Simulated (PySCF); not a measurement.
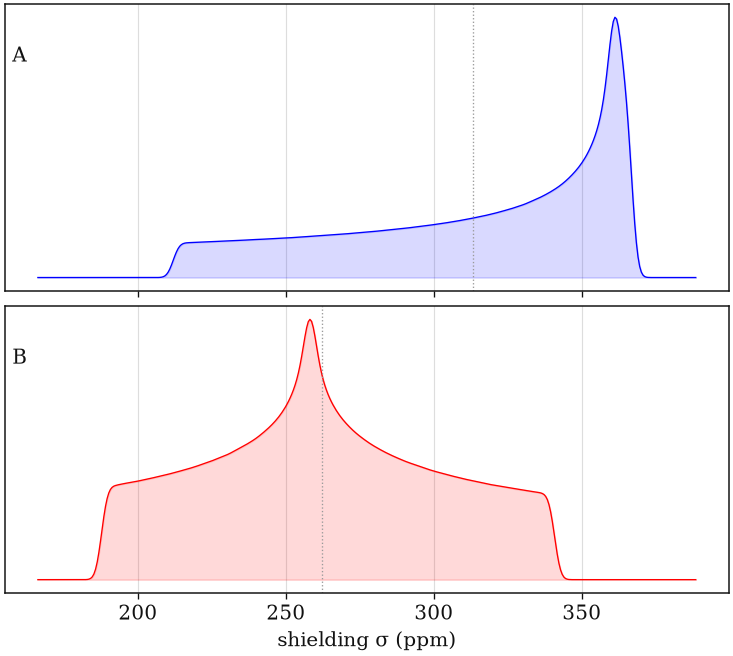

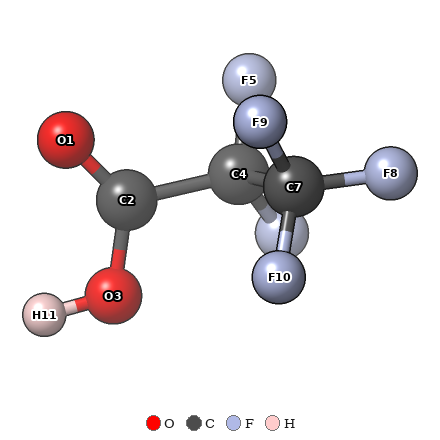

Static powder patterns (¹⁹F) from GIAO shielding tensors of C₃HF₅O₂, SMILES O=C(O)C(F)(F)C(F)(F)F, PBE0/pcSseg-1 in PySCF, at a GFN2-xTB geometry (no frequency check); absolute shielding, one fixed geometry of the isolated molecule without any motion, no dipolar terms. The dotted line is the isotropic value; skew is 3(σiso − σ22)/span.

Question: The panels belong to F6 and F10. Which is which?

Answer: panel A: F6, σ11, σ22, σ33 = 212, 361, 367 ppm, isotropic 313, span 155 ppm, skew −0.92; panel B: F10, σ11, σ22, σ33 = 188, 258, 341 ppm, isotropic 262, span 153 ppm, skew 0.08.

Known limits of this run: the tight-binding geometry is rougher than a DFT one and adds to the error; one conformer of a flexible molecule.
